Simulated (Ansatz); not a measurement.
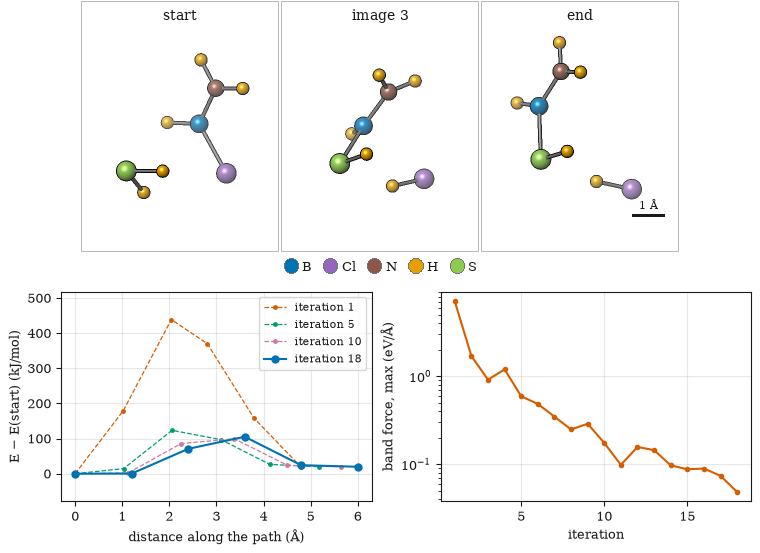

A nudged-elastic-band calculation for BNH5SCl, made up at the start of BNH3Cl and H₂S. Images are numbered from 0 (start) to 5 (end). The plot follows the band through its iterations. A ball-and-stick model, seen from a free direction.

Level of theory: RKS PBE0-D4/6-31G* (Ansatz). Set-up: 4 movable images; no climbing image; force threshold 0.05 eV/Å; iteration limit 60; starting path through a guess of the saddle point.

### How did the profile develop, and is the result final?

The run is converged, with reservations. The band converged in 18 iterations. The largest component of the band force went from 7.1 to 0.048 eV/Å. No image climbed, so the highest image needn't lie on the saddle point, and the true maximum along this path can be higher. The first iteration put the highest image at 438.9 kJ/mol. Forward barrier 105.2 kJ/mol, backward barrier 85.4 kJ/mol, with image 3 at the top; the reaction energy is +19.8 kJ/mol.

Limits of the set-up: the start holds two separate molecules, 3.0 Å apart at their closest, whose relative position is a soft coordinate.
